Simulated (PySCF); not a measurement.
## Electronic structure of C$_{5}$H$_{6}$ClF in real space

```xyz
13

C    -2.3096    0.3937    0.1049
C    -1.2695   -0.6813    0.1809
C    -0.0497   -0.5484   -0.2327
C     1.1724   -0.3909   -0.6479
C     2.2622    0.1279    0.2256
F     3.4074   -0.5852    0.0607
Cl    2.6319    1.8397   -0.2100
H    -3.1458    0.0551   -0.5054
H    -2.6882    0.6115    1.1027
H    -1.8977    1.3015   -0.3267
H    -1.5916   -1.6246    0.6043
H     1.4636   -0.6142   -1.6651
H     2.0103    0.1157    1.2910
```

Geometry: GFN2-xTB.

Theory: PySCF 2.14.0, B3LYP/def2-SVPD, SCF density, gas phase.

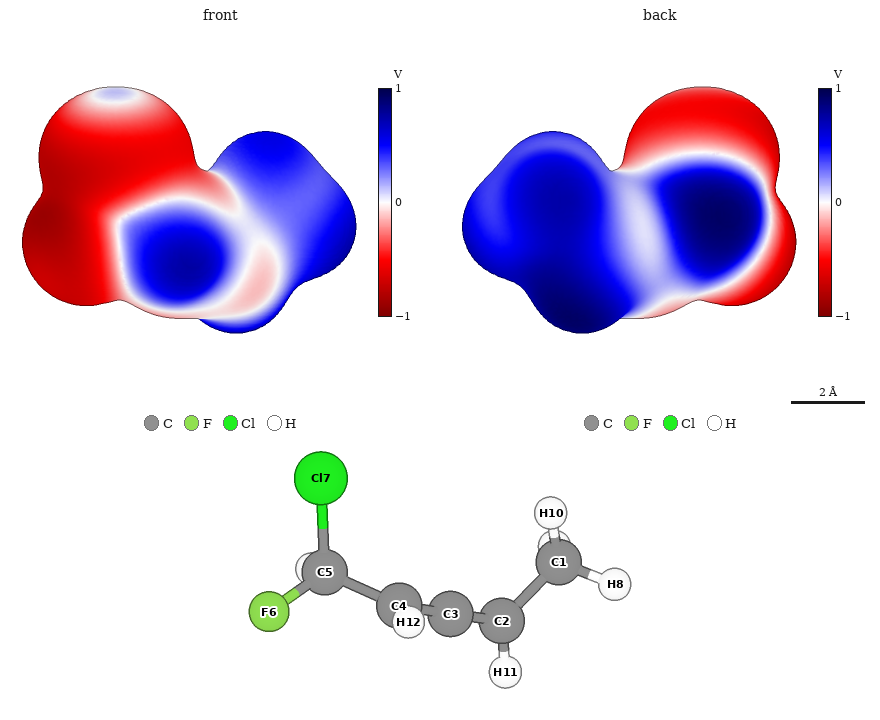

Figure 1. The electrostatic potential painted on the density surface at 0.001 e/bohr³, seen from the front and from behind; the colour scale runs from red (negative) to blue (positive). The bare structure is drawn below in the same view.

Question: Where is the surface potential most negative and most positive?

Answer: The most negative region (about −0.9 V, or −21 kcal/mol for a unit charge) lies over F6, the most positive (about +0.9 V, or +21 kcal/mol for a unit charge) over H11 and H13.

Question: How polar is the molecule by this calculation?

Answer: Its dipole moment is 3.25 D.

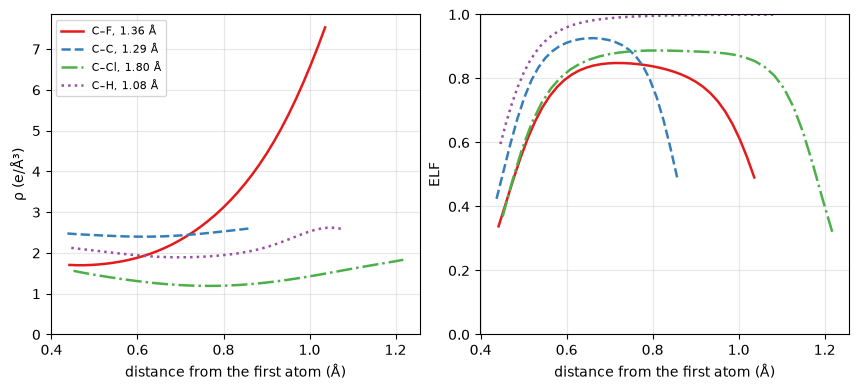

Figure 2. Total electron density and ELF along straight lines between neighbouring atoms. The curves leave out the atomic cores.

Question: What kind of bonding do the profiles show?

Answer: C–F (1.36 Å): ρ is about 2.2 e/Å³ halfway, with its minimum of 1.7 e/Å³ about 0.5 Å from C; the ELF peaks at about 0.85 between the atoms (a polar covalent bond).
C–C (1.29 Å): ρ is about 2.4 e/Å³ halfway; the ELF peaks at about 0.95 between the atoms; a short, multiple covalent bond.
C–Cl (1.80 Å): ρ is about 1.3 e/Å³ halfway; the ELF peaks at about 0.90 between the atoms (a shared electron pair).
C–H (1.08 Å): ρ is about 2 e/Å³ halfway; the ELF climbs to about 1 towards the hydrogen, as it does in any bond to H; a covalent bond by its length.
